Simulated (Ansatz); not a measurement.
# CH5OSi radical: one species, many methods

Aim: compute CH5OSi radical with functionals from several rungs and with coupled cluster, and see how far each lands from CCSD(T) at the basis-set limit for the atomisation energy.

Program: Ansatz 0.2.0, Gaussian basis. Level of theory: functionals in def2-TZVPP, the program's frozen cores in correlated methods. These are calculated values, not measurements.

Plan: LDA (SPW92), PBE-D4, revPBE-D4, BLYP-D4, r2SCAN-D4, B97M-V, PBE0-D4, B3LYP-D4, r2SCANh-D4, r2SCAN0-D4, HSE06-D4, BHLYP-D4, CAM-B3LYP-D4, LC-ωPBE, ωB97X-V, ωB97M-V, B2PLYP, PBE-QIDH; CCSD(T)/def2-SVP; CCSD(T)/def2-TZVPP; CCSD(T)/def2-QZVPP; extrapolation to the limit; RPA on PBE.

## (1) Structure used throughout

An earlier PBE0-D4 in a triple-zeta def2 set relaxation fixed the geometry.

SMILES `C[SiH]O`, 8 atoms, charge 0, spin multiplicity 2.

Atoms are counted from 1 here; the program's logs count them from 0.

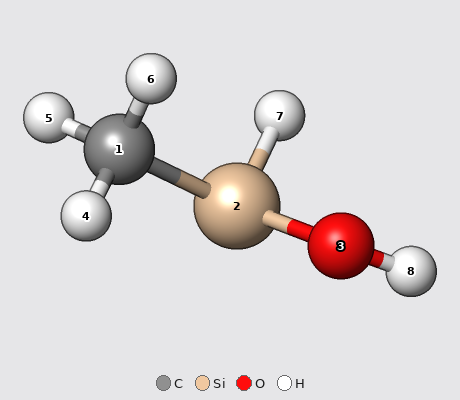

The structure; carbon grey, silicon light orange, oxygen red, hydrogen white; atoms are numbered from 1 in the order of the file.

## (2) LDA

This LDA is Slater exchange with PW92 correlation.

File in.yaml:

```yaml
crystal:
  periodic: [false, false, false]
  atoms:
    - {symbol: C, position_ang: [-0.688173, 0.901808, -0.099435]}
    - {symbol: Si, position_ang: [0.670253, -0.323380, -0.458406]}
    - {symbol: O, position_ang: [0.201247, -1.753585, 0.234573]}
    - {symbol: H, position_ang: [-1.628569, 0.588986, -0.557053]}
    - {symbol: H, position_ang: [-0.424666, 1.886959, -0.490927]}
    - {symbol: H, position_ang: [-0.841617, 0.986408, 0.980724]}
    - {symbol: H, position_ang: [1.974607, 0.132858, 0.129395]}
    - {symbol: H, position_ang: [0.828917, -2.477152, 0.205428]}
basis:
  gaussian: {orbitals: def2-TZVPP}
magnetization: {spin_polarized: true, initial_magnetization: 1}
hamiltonian: {xc: lda}
output: {orbitals: {seedname: orbitals}}
```

Started as:

```sh
$ ansatz run in.yaml --threads 2 --pin off --events-out ev --progress --plain --max-ram 32768MiB --backend cpu
```

The runs that follow: PBE-D4 (GGA); revPBE-D4 (GGA); BLYP-D4 (GGA); r2SCAN-D4 (meta-GGA); B97M-V (meta-GGA); PBE0-D4 (hybrid); B3LYP-D4 (hybrid); r2SCANh-D4 (hybrid); r2SCAN0-D4 (hybrid); HSE06-D4 (hybrid); BHLYP-D4 (hybrid); CAM-B3LYP-D4 (range-separated); LC-ωPBE (range-separated); ωB97X-V (range-separated); ωB97M-V (range-separated); B2PLYP (double hybrid); PBE-QIDH (double hybrid); CCSD(T) in def2-SVP; CCSD(T) in def2-TZVPP; CCSD(T) in def2-QZVPP; RPA on PBE orbitals.

Q: Predict the results of all the runs planned. Wanted: atomisation energy, CCSD(T)/CBS; farthest beyond LDA; mean size of error, GGA; mean size of error, meta-GGA; mean size of error, hybrid; mean size of error, range-separated; mean size of error, double hybrid; gap, smallest and largest; T1 diagnostic.

The runs gave:

| quantity | value |
| --- | --- |
| atomisation energy, CCSD(T)/CBS | 2808.8 kJ/mol |
| functionals within 14.0 kJ/mol (0.5 %) | BLYP-D4, r2SCAN-D4, B97M-V, B3LYP-D4, r2SCANh-D4, HSE06-D4, CAM-B3LYP-D4, ωB97X-V, ωB97M-V |
| farthest beyond LDA | BHLYP-D4 (-75.2 kJ/mol) |
| mean size of error, GGA | 24.1 kJ/mol |
| mean size of error, meta-GGA | 5.8 kJ/mol |
| mean size of error, hybrid | 23.4 kJ/mol |
| mean size of error, range-separated | 7.2 kJ/mol |
| mean size of error, double hybrid | 30.9 kJ/mol |
| gap, smallest and largest | 1.24 eV (LDA (SPW92)), 8.81 eV (LC-ωPBE) |
| T1 diagnostic | 0.0132 |
| triples share of the correlation energy | 3.4 % |

LDA overbinds by 364.5 kJ/mol (13 %). PBE-D4 is off by +25.4 kJ/mol. Double hybrids carry the basis error of their MP2 part in triple zeta, and no dispersion term here, so their miss is partly the set-up's. The rungs meta-GGA, range-separated miss on average by less than the doubt on the reference (14.0 kJ/mol), so they tie. Misses under about 14.0 kJ/mol are within the doubt on the reference itself, which lacks core-valence correlation, relativity and higher excitations. Hartree-Fock recovers 74 % of the binding; the rest is correlation. CCSD(T) in def2-SVP is off by -192.6 kJ/mol, which most functionals beat. Orbital gaps span 1.2 to 8.8 eV; exact exchange widens them.
